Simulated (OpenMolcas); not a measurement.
# C3H11AlO (SMILES C[Al-](C)(C)[OH2+]), step by step

We compute a single-point energy (HF/ANO-R0), then a single-point energy (CASSCF(2,2)/ANO-R1), then an energy scan (CASPT2(2,2)/ANO-R1), then the energy along one coordinate (SC-NEVPT2(2,2)/ANO-R1), then an energy scan (MC-PDFT[tPBE](2,2)/ANO-R1) of C3H11AlO. 

The results are computed with OpenMolcas 26.06.

## (1) Starting point

C3H11AlO has 16 atoms, charge 0, and is taken as a singlet. As SMILES, `C[Al-](C)(C)[OH2+]`. The coordinates come from a PBE0-D4/def2-TZVP relaxation. This is one conformer, not always the lowest.

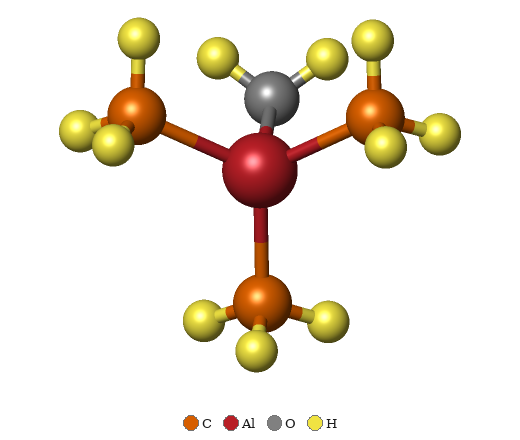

Viewed from a chosen angle; carbon orange, aluminium red, oxygen grey, hydrogen yellow.

## (2) The energy at HF/ANO-R0 (sfX2C) (run 1)

Input file struct.xyz:

```xyz
16

C     -0.637980     0.723110    -1.712710
Al     0.085580    -0.140530    -0.085580
C      1.698930     0.654370     0.740480
C     -0.210750    -2.071140     0.142530
O     -1.268240     0.678630     1.227590
H     -0.585750     1.818080    -1.686750
H     -0.069050     0.414640    -2.597260
H     -1.679210     0.445600    -1.917720
H      1.843550     0.343900     1.782560
H      1.707300     1.750610     0.717030
H      2.601530     0.334090     0.207600
H     -0.016600    -2.405220     1.167190
H      0.454110    -2.651670    -0.507280
H     -1.233710    -2.369370    -0.110180
H     -0.808840     1.221910     1.877580
H     -1.880870     1.252980     0.754900
```

Input file step1.input:

```
>>> EXPORT MOLCAS_PRINT=2

&GATEWAY
 Coord=struct.xyz
 Basis=ANO-R0
 Group=NoSym

&SEWARD

&SCF
 PrOrbitals=0

&LOCALISATION
 Occupied
 Freeze
 Pipek-Mezey

&LOCALISATION
 FileOrb=$Project.LocOrb
 Virtual
 Pipek-Mezey
```

Launch:

```bash
export MOLCAS_MEM=1860
pymolcas step1.input > step1.log
```

Output:

```text
--- Start Module: gateway ---
[...]
--- Stop Module: gateway /rc=_RC_ALL_IS_WELL_ ---
[...]
      Basis functions           40
[...]
       Convergence after  11 Iterations
[...]
::    Total SCF energy                               -436.4347713101
[...]
      Total spin, S                                     0.0000000000
[...]
      Total electronic charge=   50.000000
      Total            charge=   -0.000000
[...]
      Dipole Moment (debye):
      Origin of the operator (angstrom)=   -0.0826   -0.0123    0.0783
                   X= -2.5809E+00               Y=  3.2658E+00               Z=  2.5500E+00           Total=  4.8815E+00
      Quadrupole Moment (debye*angstrom):
[...]
--- Start Module: localisation ---
[...]
--- Stop Module: localisation /rc=_RC_ALL_IS_WELL_ ---
--- Start Module: localisation ---
[...]
--- Stop Module: localisation /rc=_RC_ALL_IS_WELL_ ---
[...]
```

Run time: 4.8 s. Hardware: 1 thread of Arm Neoverse V1, shared host; peak memory 0.39 GiB.

## (3) A single-point energy at CASSCF(2,2)/ANO-R1 (sfX2C, RICD fitting) (run 2)

struct.xyz is that of step 2.

Input file step2.input:

```
&gateway
  coord = struct.xyz
  basis = ANO-R0
  group = NoSym

&seward

&rasscf
  fileorb = $CurrDir/step1.LocOrb
  alter = 1
  1 14 25
  spin = 1
  nactel = 2 0 0
  inactive = 24
  ras2 = 2
  orblisting = Nothing
>>> COPY $Project.RunFile RUNFIL1
>>> COPY $Project.RasOrb INPORB

&gateway
  coord = struct.xyz
  basis = ANO-R1
  group = NoSym
  ricd

&seward
>>> COPY $Project.RunFile RUNFIL2

&expbas

&rasscf
  fileorb = $Project.ExpOrb
  spin = 1
  nactel = 2 0 0
  inactive = 24
  ras2 = 2
  orblisting = Nothing
```

Launch:

```bash
export MOLCAS_MEM=1860
pymolcas step2.input > step2.log
```

Output:

```text
--- Start Module: gateway ---
[...]
--- Stop Module: gateway /rc=_RC_ALL_IS_WELL_ ---
[...]
      Basis functions           40
[...]
      Number of active orbitals                  2
[...]
      Spin quantum number                      0.0
[...]
      Active orbitals                            2
[...]
      Number of CSFs                             3
[...]
      Number of root(s) required                 1
[...]
      Convergence after 15 iterations
[...]
      printout of CI-coefficients larger than  0.05 for root  1
      energy=    -436.451299
      conf/sym  11     Coeff  Weight
             1  20   0.99430 0.98863
             3  02  -0.10661 0.01137
      Natural orbitals and occupation numbers for root  1
      sym 1:   1.977268   0.022732
      ************************************************************************************************************************
      *                                                    Final results                                                     *
[...]
::    RASSCF root number  1 Total energy:   -436.45129909
[...]
      Basis functions          129
[...]
--- Start Module: expbas ---
[...]
--- Stop Module: expbas /rc=_RC_ALL_IS_WELL_ ---
--- Start Module: rasscf ---
[...]
      Convergence after 17 iterations
[...]
      Natural orbitals and occupation numbers for root  1
      sym 1:   1.981982   0.018018
      ************************************************************************************************************************
      *                                                    Final results                                                     *
[...]
::    RASSCF root number  1 Total energy:   -437.42563454
[...]
      Total electronic charge=   50.000000
      Total            charge=   -0.000000
[...]
      Dipole Moment (debye):
      Origin of the operator (angstrom)=   -0.0826   -0.0123    0.0783
                   X= -2.1578E+00               Y=  2.8098E+00               Z=  2.0440E+00           Total=  4.0901E+00
      Quadrupole Moment (debye*angstrom):
[...]
--- Stop Module: rasscf /rc=_RC_ALL_IS_WELL_ ---
[...]
```

Wall time 23 s (1 thread of Arm Neoverse V1, shared host); peak memory 0.39 GiB.

## (4) The energy along one coordinate at CASPT2(2,2)/ANO-R1 (sfX2C, RICD fitting, ipea shift 0.25 Eh, pt2 variant SS) (run 3)

Input file step3.input:

```
>>> COPY $CurrDir/step2.RasOrb $Project.RasOrb
>>> ForEach K in (1, 2, 3, 4, 5, 6, 7, 8, 9)

&GATEWAY
 Coord=$CurrDir/point$K.xyz
 Basis=ANO-R1
 Group=NoSym
 RICD

&SEWARD

&RASSCF
 FileOrb=$Project.RasOrb
 Spin=1
 Nactel=2 0 0
 Inactive=24
 Ras2=2
 OrbListing=Nothing

&CASPT2
 Imaginary=0.2
 Frozen=9
>>> EndDo
```

Launch:

```bash
export MOLCAS_MEM=1860
pymolcas step3.input > step3.log
```

Output:

```text
[...]
      Basis functions          129
[...]
      Number of active orbitals                  2
[...]
      Spin quantum number                      0.0
[...]
      Active orbitals                            2
[...]
      Number of CSFs                             3
[...]
      Number of root(s) required                 1
[...]
      Convergence after 11 iterations
[...]
      Natural orbitals and occupation numbers for root  1
      sym 1:   1.987689   0.012311
      ************************************************************************************************************************
      *                                                    Final results                                                     *
[...]
::    RASSCF root number  1 Total energy:   -437.41286849
[...]
::    CASPT2 Root  1     Total energy:   -438.12188871
[...]
      Convergence after 11 iterations
[...]
      Natural orbitals and occupation numbers for root  1
      sym 1:   1.981961   0.018039
      ************************************************************************************************************************
      *                                                    Final results                                                     *
[...]
      Convergence after 17 iterations
[...]
      Natural orbitals and occupation numbers for root  1
      sym 1:   1.826148   0.173852
      ************************************************************************************************************************
      *                                                    Final results                                                     *
[...]
      Convergence after 21 iterations
[...]
      Natural orbitals and occupation numbers for root  1
      sym 1:   1.649516   0.350484
      ************************************************************************************************************************
      *                                                    Final results                                                     *
[...]
      Convergence after 20 iterations
[...]
      Natural orbitals and occupation numbers for root  1
      sym 1:   1.372754   0.627246
      ************************************************************************************************************************
      *                                                    Final results                                                     *
[...]
::    RASSCF root number  1 Total energy:   -437.25373225
[...]
::    CASPT2 Root  1     Total energy:   -437.94034234
[...]
      Convergence after 16 iterations
[...]
::    RASSCF root number  1 Total energy:   -437.24922932
[...]
::    CASPT2 Root  1     Total energy:   -437.93251257
[...]
```

Wall time 3 min (1 thread of Arm Neoverse V1, shared host); peak memory 0.13 GiB.

The scan, from its lowest point:

| H15–O5 (Å) | energy (kJ/mol) |
| --- | --- |
| 0.867 | 34.1 |
| 0.964 | 0.0 |
| 1.060 | 17.8 |
| 1.205 | 88.9 |
| 1.397 | 204.9 |
| 1.638 | 335.3 |
| 1.927 | 443.5 |
| 2.313 | 510.8 |
| 2.891 | 531.3 |

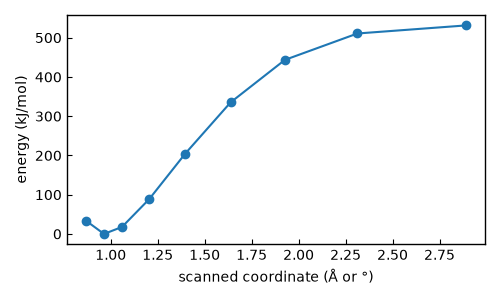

Energy along the scan.

## (5) An energy scan at SC-NEVPT2(2,2)/ANO-R1 (sfX2C, RICD fitting, pt2 variant SC-NEVPT2) (run 4)

Input file step4.input:

```
>>> EXPORT MOLCAS_PRINT=2
>>> COPY $CurrDir/step2.RasOrb $Project.RasOrb
>>> ForEach K in (1, 2, 3, 4, 5, 6, 7, 8, 9)

&GATEWAY
 Coord=$CurrDir/point$K.xyz
 Basis=ANO-R1
 Group=NoSym
 RICD

&SEWARD

&RASSCF
 FileOrb=$Project.RasOrb
 Spin=1
 Nactel=2 0 0
 Inactive=24
 Ras2=2
 OrbListing=Nothing

&CASPT2
 SC-NEVPT2
 Frozen=9
>>> EndDo
```

Launch:

```bash
export MOLCAS_MEM=1860
pymolcas step4.input > step4.log
```

Output:

```text
[...]
      Basis functions          129
[...]
      Number of active orbitals                  2
[...]
      Spin quantum number                      0.0
[...]
      Active orbitals                            2
[...]
      Number of CSFs                             3
[...]
      Number of root(s) required                 1
[...]
      Convergence after 11 iterations
[...]
      printout of CI-coefficients larger than  0.05 for root  1
      energy=    -437.412868
      conf/sym  11     Coeff  Weight
             1  20   0.99692 0.99384
             3  02  -0.07846 0.00616
      Natural orbitals and occupation numbers for root  1
      sym 1:   1.987689   0.012311
      ************************************************************************************************************************
      *                                                    Final results                                                     *
[...]
::    RASSCF root number  1 Total energy:   -437.41286849
[...]
      E2 (Variational):          -0.7085303039
[...]
::    SC-NEVPT2 Root  1     Total energy:   -438.12133232
[...]
      Convergence after 11 iterations
[...]
      Natural orbitals and occupation numbers for root  1
      sym 1:   1.981961   0.018039
      ************************************************************************************************************************
      *                                                    Final results                                                     *
[...]
      Convergence after 17 iterations
[...]
      Natural orbitals and occupation numbers for root  1
      sym 1:   1.826148   0.173852
      ************************************************************************************************************************
      *                                                    Final results                                                     *
[...]
      Convergence after 21 iterations
[...]
      Natural orbitals and occupation numbers for root  1
      sym 1:   1.649516   0.350484
      ************************************************************************************************************************
      *                                                    Final results                                                     *
[...]
      Convergence after 20 iterations
[...]
::    RASSCF root number  1 Total energy:   -437.25373225
[...]
::    SC-NEVPT2 Root  1     Total energy:   -437.93668830
[...]
      Convergence after 16 iterations
[...]
::    RASSCF root number  1 Total energy:   -437.24922932
[...]
      E2 (Variational):          -0.6798199550
[...]
      Reference weight:           0.81058
[...]
::    SC-NEVPT2 Root  1     Total energy:   -437.92904928
[...]
```

Run time: 2.8 min. Hardware: 1 thread of Arm Neoverse V1, shared host; peak memory 0.13 GiB.

The scan, from its lowest point:

| H15–O5 (Å) | energy (kJ/mol) |
| --- | --- |
| 0.867 | 36.5 |
| 0.964 | 0.0 |
| 1.060 | 15.7 |
| 1.205 | 85.0 |
| 1.397 | 201.7 |
| 1.638 | 337.0 |
| 1.927 | 451.6 |
| 2.313 | 521.3 |
| 2.891 | 541.4 |

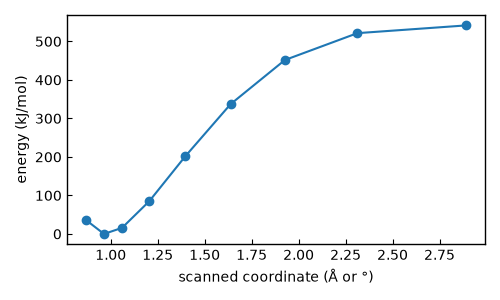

Energy along the scan.

## (6) An energy scan at MC-PDFT[tPBE](2,2)/ANO-R1 (sfX2C, RICD fitting) (run 5)

Input file step5.inp:

```
* C3H11AlO MC-PDFT
>>> COPY $CurrDir/step2.RasOrb $Project.RasOrb
>>> ForEach K in (1, 2, 3, 4, 5, 6, 7, 8, 9)
&GATEWAY
Coord
$CurrDir/point$K.xyz
Basis
ANO-R1
Group
NoSym
RICD
&SEWARD
&RASSCF
FileOrb
$Project.RasOrb
Spin
1
Nactel
2 0 0
Inactive
24
Ras2
2
OrbListing
Nothing
&MCPDFT
KSDFT
T:PBE
>>> EndDo
```

Launch:

```bash
export MOLCAS_MEM=1860
pymolcas step5.inp > step5.log
```

Output:

```text
--- Start Module: gateway ---
[...]
      Basis functions          129
[...]
      Number of active orbitals                  2
[...]
      Spin quantum number                      0.0
[...]
      Active orbitals                            2
[...]
      Number of CSFs                             3
[...]
      Number of root(s) required                 1
[...]
      Convergence after 11 iterations
[...]
      printout of CI-coefficients larger than  0.05 for root  1
      energy=    -437.412868
      conf/sym  11     Coeff  Weight
             1  20   0.99692 0.99384
             3  02  -0.07846 0.00616
      Natural orbitals and occupation numbers for root  1
      sym 1:   1.987689   0.012311
      ************************************************************************************************************************
      *                                                    Final results                                                     *
[...]
::    RASSCF root number  1 Total energy:   -437.41286849
[...]
::    MCPDFT root number  1 Total energy:   -438.77145427
[...]
      Convergence after 11 iterations
[...]
      Natural orbitals and occupation numbers for root  1
      sym 1:   1.981961   0.018039
      ************************************************************************************************************************
      *                                                    Final results                                                     *
[...]
      Convergence after 17 iterations
[...]
      Natural orbitals and occupation numbers for root  1
      sym 1:   1.826148   0.173852
      ************************************************************************************************************************
      *                                                    Final results                                                     *
[...]
      Convergence after 21 iterations
[...]
      Natural orbitals and occupation numbers for root  1
      sym 1:   1.649516   0.350484
      ************************************************************************************************************************
      *                                                    Final results                                                     *
[...]
      Convergence after 20 iterations
[...]
::    RASSCF root number  1 Total energy:   -437.25373225
[...]
::    MCPDFT root number  1 Total energy:   -438.58467698
[...]
      Convergence after 16 iterations
[...]
::    RASSCF root number  1 Total energy:   -437.24922932
[...]
      Total electronic charge=   50.000000
      Total            charge=   -0.000000
[...]
::    MCPDFT root number  1 Total energy:   -438.57477480
[...]
```

Wall time 3.3 min (1 thread of Arm Neoverse V1, shared host); peak memory 0.086 GiB.

The scan, from its lowest point:

| H15–O5 (Å) | energy (kJ/mol) |
| --- | --- |
| 0.867 | 36.3 |
| 0.964 | 0.0 |
| 1.060 | 14.8 |
| 1.205 | 81.2 |
| 1.397 | 193.0 |
| 1.638 | 324.4 |
| 1.927 | 443.7 |
| 2.313 | 526.7 |
| 2.891 | 552.7 |

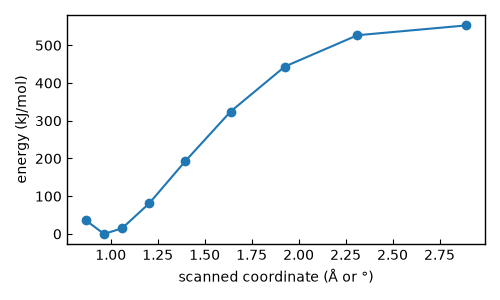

Energy along the scan.

## (7) Results

| quantity | value |
| --- | --- |
| run 1, HF/ANO-R0: total energy | -436.43477 Eh |
| run 1, HF/ANO-R0: dipole moment | 4.88 D |
| run 1, HF/ANO-R0: HOMO energy | -11.74 eV |
| run 1, HF/ANO-R0: LUMO energy | 3.01 eV |
| run 1, HF/ANO-R0: HOMO–LUMO gap | 14.75 eV |
| run 2, CASSCF(2,2)/ANO-R1: total energy | -437.42563 Eh |
| run 2, CASSCF(2,2)/ANO-R1: dipole moment (CASSCF density) | 4.09 D |
| run 3, CASPT2(2,2)/ANO-R1: lowest energy of the scan | -438.13489 Eh |
| run 4, SC-NEVPT2(2,2)/ANO-R1: lowest energy of the scan | -438.13525 Eh |
| run 5, MC-PDFT[tPBE](2,2)/ANO-R1: lowest energy of the scan | -438.78528 Eh |

In words: Mulliken charges (run 2, CASSCF(2,2)/ANO-R1) run from -0.62 on C1 to +0.96 on Al2.
